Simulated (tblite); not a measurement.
Geometry relaxation, with input and output: C4H7FGe (part 2 of 2)

The same run, continued: C4H7FGe, SMILES FC1=C[CH2][GeH2][CH2]1; GFN2-xTB geometry optimisation, gas phase (tblite 0.8.0). It belongs to a series of runs on one base structure; here: H on C replaced by F.

Geometry of the input (Å):
```
F  -2.1582  -1.6003  0.4835
C  -1.0812  -0.8177  0.2382
C  0.1690  -1.3291  0.3822
C  1.3333  -0.4297  0.1004
Ge 0.5621  1.2609  -0.3654
C  -1.2425  0.6075  -0.1656
H  0.3101  -2.3557  0.6717
H  1.9622  -0.3284  1.0262
H  1.9406  -0.8427  -0.7312
H  0.8936  2.3562  0.6763
H  0.8656  1.6286  -1.8486
H  -1.7889  0.6700  -1.1242
H  -1.7699  1.1810  0.6387
```

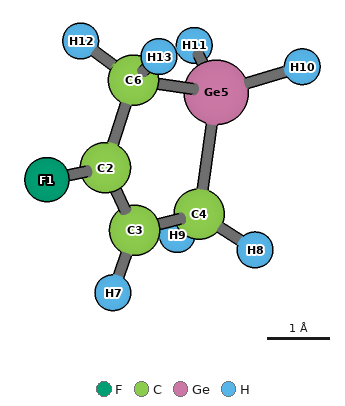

Figure 1. The geometry at step 14 of the log (ball-and-stick view, seen at a tilt; atoms are numbered from 1 in the order of the input).

Trajectory as extended XYZ, continued
```
13
Properties=species:S:1:pos:R:3:forces:R:3 step=9 energy=-510.25789
F    -2.1513   -1.5331    0.4626    0.0180  -0.0480   0.0130
C    -1.0342   -0.7989    0.2394   -0.0370  -0.0170   0.0150
C     0.1713   -1.3250    0.3786    0.0140  -0.0070  -0.0090
C     1.3732   -0.4668    0.1178   -0.0780  -0.0260   0.0000
Ge    0.5685    1.2765   -0.3755    0.0560   0.1080  -0.0530
C    -1.2825    0.6191   -0.1641    0.0320  -0.0820   0.0110
H     0.3154   -2.3549    0.6721   -0.0520   0.0350  -0.0080
H     2.0027   -0.4143    1.0071   -0.0050  -0.0120   0.0090
H     1.9849   -0.8992   -0.6758   -0.0150  -0.0110   0.0090
H     0.9085    2.3950    0.5686    0.0110   0.0360  -0.0470
H     0.8818    1.7205   -1.7787    0.0050   0.0450   0.0480
H    -1.8818    0.6495   -1.0747    0.0260  -0.0210  -0.0320
H    -1.8609    1.1319    0.6049    0.0240  -0.0010   0.0430
13
Properties=species:S:1:pos:R:3:forces:R:3 step=10 energy=-510.25881
F    -2.1517   -1.5344    0.4631    0.0150  -0.0510   0.0130
C    -1.0354   -0.7997    0.2393    0.0060  -0.0250   0.0200
C     0.1710   -1.3248    0.3785   -0.0240   0.0030  -0.0110
C     1.3730   -0.4688    0.1183   -0.0450   0.0350  -0.0110
Ge    0.5703    1.2788   -0.3767    0.0100   0.0280  -0.0100
C    -1.2834    0.6173   -0.1636    0.0420  -0.0150  -0.0010
H     0.3141   -2.3537    0.6718   -0.0450  -0.0010   0.0020
H     2.0032   -0.4147    1.0085   -0.0240  -0.0190  -0.0210
H     1.9852   -0.9003   -0.6766   -0.0280  -0.0060   0.0320
H     0.9093    2.3976    0.5671    0.0120   0.0380  -0.0420
H     0.8825    1.7233   -1.7781    0.0100   0.0500   0.0230
H    -1.8816    0.6481   -1.0761    0.0330  -0.0160   0.0000
H    -1.8608    1.1317    0.6069    0.0380  -0.0200   0.0060
13
Properties=species:S:1:pos:R:3:forces:R:3 step=11 energy=-510.25941
F    -2.1516   -1.5362    0.4636    0.0100  -0.0470   0.0120
C    -1.0361   -0.8005    0.2397    0.0210  -0.0210   0.0160
C     0.1705   -1.3247    0.3782   -0.0360   0.0050  -0.0080
C     1.3720   -0.4693    0.1184   -0.0140   0.0560  -0.0120
Ge    0.5715    1.2808   -0.3776   -0.0210  -0.0240   0.0190
C    -1.2831    0.6160   -0.1634    0.0340   0.0230  -0.0060
H     0.3124   -2.3531    0.6717   -0.0340  -0.0230   0.0080
H     2.0029   -0.4154    1.0088   -0.0350  -0.0180  -0.0320
H     1.9847   -0.9009   -0.6764   -0.0330  -0.0020   0.0350
H     0.9099    2.3997    0.5653    0.0130   0.0410  -0.0350
H     0.8830    1.7258   -1.7773    0.0140   0.0530   0.0000
H    -1.8808    0.6470   -1.0768    0.0370  -0.0130   0.0180
H    -1.8599    1.1312    0.6081    0.0440  -0.0290  -0.0160
13
Properties=species:S:1:pos:R:3:forces:R:3 step=12 energy=-510.26029
F    -2.1512   -1.5396    0.4646    0.0060  -0.0310   0.0090
C    -1.0371   -0.8018    0.2405    0.0270  -0.0100   0.0050
C     0.1696   -1.3247    0.3777   -0.0330  -0.0010   0.0000
C     1.3702   -0.4691    0.1183    0.0190   0.0540  -0.0090
Ge    0.5729    1.2833   -0.3785   -0.0490  -0.0690   0.0460
C    -1.2820    0.6143   -0.1631    0.0140   0.0520  -0.0080
H     0.3093   -2.3526    0.6717   -0.0140  -0.0430   0.0120
H     2.0018   -0.4169    1.0086   -0.0420  -0.0100  -0.0330
H     1.9835   -0.9022   -0.6752   -0.0340   0.0030   0.0260
H     0.9113    2.4040    0.5617    0.0110   0.0390  -0.0230
H     0.8842    1.7310   -1.7759    0.0160   0.0490  -0.0230
H    -1.8790    0.6451   -1.0774    0.0350  -0.0050   0.0320
H    -1.8580    1.1297    0.6095    0.0430  -0.0280  -0.0350
13
Properties=species:S:1:pos:R:3:forces:R:3 step=13 energy=-510.26104
F    -2.1506   -1.5434    0.4657    0.0060  -0.0070   0.0030
C    -1.0380   -0.8029    0.2412    0.0220   0.0010  -0.0060
C     0.1686   -1.3248    0.3772   -0.0150  -0.0110   0.0100
C     1.3686   -0.4682    0.1181    0.0270   0.0230  -0.0010
Ge    0.5735    1.2848   -0.3788   -0.0510  -0.0690   0.0440
C    -1.2807    0.6132   -0.1630   -0.0030   0.0440  -0.0040
H     0.3059   -2.3528    0.6719    0.0050  -0.0450   0.0110
H     2.0002   -0.4188    1.0080   -0.0360   0.0030  -0.0170
H     1.9819   -0.9035   -0.6736   -0.0260   0.0080   0.0040
H     0.9129    2.4091    0.5573    0.0070   0.0260  -0.0140
H     0.8857    1.7373   -1.7746    0.0110   0.0350  -0.0250
H    -1.8769    0.6429   -1.0775    0.0250   0.0050   0.0290
H    -1.8556    1.1277    0.6104    0.0280  -0.0130  -0.0350
13
Properties=species:S:1:pos:R:3:forces:R:3 step=14 energy=-510.26141
F    -2.1501   -1.5454    0.4663    0.0070   0.0100  -0.0010
C    -1.0383   -0.8034    0.2415    0.0120   0.0020  -0.0080
C     0.1681   -1.3252    0.3772    0.0030  -0.0180   0.0140
C     1.3679   -0.4675    0.1179    0.0100  -0.0100   0.0040
Ge    0.5730    1.2846   -0.3783   -0.0280  -0.0320   0.0200
C    -1.2799    0.6131   -0.1630   -0.0060   0.0120   0.0010
H     0.3041   -2.3537    0.6721    0.0130  -0.0310   0.0060
H     1.9989   -0.4198    1.0075   -0.0220   0.0110   0.0020
H     1.9806   -0.9042   -0.6726   -0.0150   0.0080  -0.0130
H     0.9139    2.4124    0.5545    0.0010   0.0110  -0.0110
H     0.8868    1.7414   -1.7742    0.0040   0.0180  -0.0080
H    -1.8754    0.6419   -1.0771    0.0110   0.0120   0.0120
H    -1.8539    1.1264    0.6104    0.0090   0.0060  -0.0180
13
Properties=species:S:1:pos:R:3:forces:R:3 step=15 energy=-510.26153
F    -2.1498   -1.5457    0.4664    0.0060   0.0130  -0.0020
C    -1.0381   -0.8035    0.2415    0.0070  -0.0020  -0.0050
C     0.1681   -1.3256    0.3774    0.0080  -0.0190   0.0120
C     1.3678   -0.4675    0.1179   -0.0040  -0.0210   0.0050
Ge    0.5723    1.2839   -0.3777   -0.0060  -0.0030   0.0010
C    -1.2797    0.6132   -0.1630   -0.0020  -0.0080   0.0030
H     0.3039   -2.3545    0.6723    0.0120  -0.0190   0.0030
H     1.9981   -0.4199    1.0074   -0.0110   0.0120   0.0110
H     1.9800   -0.9042   -0.6726   -0.0080   0.0060  -0.0180
H     0.9141    2.4133    0.5536   -0.0020   0.0040  -0.0110
H     0.8871    1.7427   -1.7742   -0.0010   0.0090   0.0070
H    -1.8750    0.6419   -1.0767    0.0030   0.0130  -0.0010
H    -1.8534    1.1263    0.6100   -0.0010   0.0140  -0.0050
13
Properties=species:S:1:pos:R:3:forces:R:3 step=16 energy=-510.26161
F    -2.1496   -1.5455    0.4664    0.0020   0.0100  -0.0020
C    -1.0377   -0.8036    0.2413    0.0030  -0.0060  -0.0010
C     0.1682   -1.3262    0.3778    0.0080  -0.0160   0.0080
C     1.3678   -0.4678    0.1180   -0.0110  -0.0190   0.0030
Ge    0.5718    1.2833   -0.3774    0.0090   0.0130  -0.0100
C    -1.2796    0.6133   -0.1629    0.0030  -0.0150   0.0030
H     0.3042   -2.3553    0.6725    0.0090  -0.0110   0.0020
H     1.9975   -0.4196    1.0075   -0.0040   0.0100   0.0130
H     1.9796   -0.9040   -0.6730   -0.0040   0.0040  -0.0160
H     0.9142    2.4138    0.5531   -0.0030   0.0000  -0.0110
H     0.8871    1.7434   -1.7741   -0.0040   0.0040   0.0150
H    -1.8747    0.6422   -1.0765   -0.0010   0.0110  -0.0070
H    -1.8532    1.1265    0.6097   -0.0060   0.0150   0.0030
13
Properties=species:S:1:pos:R:3:forces:R:3 step=17 energy=-510.26168
F    -2.1493   -1.5452    0.4664   -0.0050   0.0050  -0.0010
C    -1.0373   -0.8039    0.2412   -0.0010  -0.0080   0.0040
C     0.1683   -1.3271    0.3784    0.0050  -0.0090   0.0010
C     1.3676   -0.4685    0.1182   -0.0110  -0.0090   0.0010
Ge    0.5714    1.2830   -0.3772    0.0190   0.0170  -0.0140
C    -1.2795    0.6131   -0.1628    0.0060  -0.0140   0.0020
H     0.3046   -2.3565    0.6727    0.0060  -0.0040   0.0010
H     1.9968   -0.4191    1.0080    0.0020   0.0060   0.0100
H     1.9789   -0.9038   -0.6737   -0.0010   0.0020  -0.0090
H     0.9142    2.4143    0.5522   -0.0040  -0.0030  -0.0090
H     0.8872    1.7443   -1.7738   -0.0050   0.0000   0.0170
H    -1.8743    0.6427   -1.0765   -0.0030   0.0070  -0.0090
H    -1.8530    1.1270    0.6093   -0.0060   0.0110   0.0070
13
Properties=species:S:1:pos:R:3:forces:R:3 step=18 energy=-510.26173
F    -2.1492   -1.5450    0.4664   -0.0100   0.0000   0.0000
C    -1.0370   -0.8043    0.2412   -0.0030  -0.0060   0.0060
C     0.1685   -1.3279    0.3788    0.0000  -0.0030  -0.0030
C     1.3672   -0.4691    0.1183   -0.0050   0.0010   0.0000
Ge    0.5715    1.2831   -0.3773    0.0160   0.0090  -0.0090
C    -1.2794    0.6127   -0.1627    0.0060  -0.0060   0.0000
H     0.3049   -2.3574    0.6729    0.0040  -0.0010   0.0010
H     1.9961   -0.4187    1.0084    0.0040   0.0020   0.0040
H     1.9784   -0.9035   -0.6743    0.0000   0.0010  -0.0020
H     0.9141    2.4148    0.5514   -0.0040  -0.0020  -0.0060
H     0.8872    1.7452   -1.7733   -0.0040  -0.0010   0.0110
H    -1.8739    0.6431   -1.0766   -0.0020   0.0030  -0.0060
H    -1.8528    1.1274    0.6092   -0.0030   0.0040   0.0040
13
Properties=species:S:1:pos:R:3:forces:R:3 step=19 energy=-510.26175
F    -2.1493   -1.5451    0.4665   -0.0100  -0.0010   0.0000
C    -1.0370   -0.8046    0.2413   -0.0040  -0.0030   0.0040
C     0.1685   -1.3283    0.3789   -0.0020  -0.0010  -0.0040
C     1.3670   -0.4693    0.1183    0.0010   0.0040   0.0000
Ge    0.5718    1.2833   -0.3775    0.0080  -0.0010  -0.0010
C    -1.2792    0.6125   -0.1626    0.0040   0.0010  -0.0010
H     0.3050   -2.3577    0.6730    0.0040   0.0000   0.0000
H     1.9959   -0.4185    1.0086    0.0030   0.0000  -0.0010
H     1.9781   -0.9035   -0.6746    0.0000   0.0010   0.0010
H     0.9141    2.4151    0.5508   -0.0030  -0.0010  -0.0030
H     0.8871    1.7456   -1.7729   -0.0030   0.0000   0.0040
H    -1.8737    0.6433   -1.0767    0.0010   0.0010  -0.0010
H    -1.8527    1.1276    0.6093    0.0000  -0.0010   0.0000
```

Summary

| quantity | value |
| --- | --- |
| outcome | converged |
| total energy | −510.2617 eV |
| hardware | 1 CPU thread, shared host |
| peak memory | 0.18 GiB |
